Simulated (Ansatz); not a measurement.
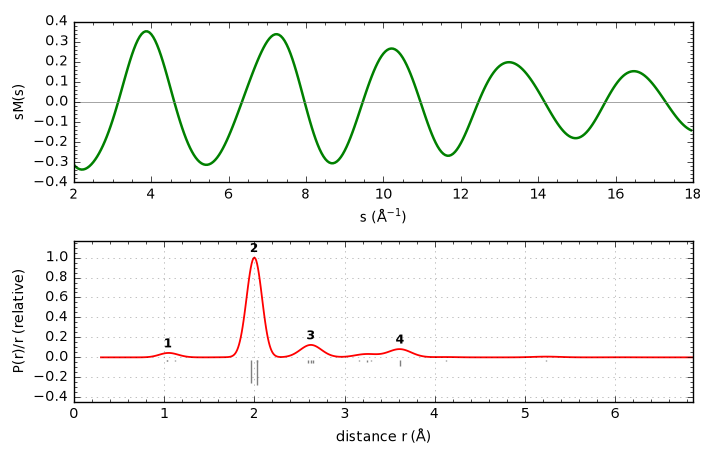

Simulated gas electron diffraction: reduced molecular intensity sM(s) from the Debye equation in the first Born approximation (top) and the radial distribution curve (bottom) of CH3LiNTe (charge +1, ignored in the scattering factors). Each pair of atoms contributes with weight ZᵢZⱼ/r (bars below the curve); damping constant 0.0015 Å²; vibrational amplitudes assumed, not computed: 0.05 Å for bonds, 0.078 Å for bonds to H, 0.06 + 0.015 r up to 0.15 Å for other pairs. The geometry is the end point of an optimisation (RKS PBE/def2-SVP in Ansatz); it may be a saddle point or a higher isomer. SMILES: [Li][CH+][Te]N.

Assign the numbered peaks of the radial distribution curve (– bonded, ··· not bonded).

Peak 1, 1.05 Å: N–H 1.03 Å (×2), C–H 1.12 Å, not resolved
Peak 2, 2.00 Å: Te–C 1.96 Å, Te–N 2.03 Å, not resolved
Peak 3, 2.63 Å: Te···H 2.59–2.65 Å (×3), not resolved
Peak 4, 3.61 Å: Te···Li 3.61 Å
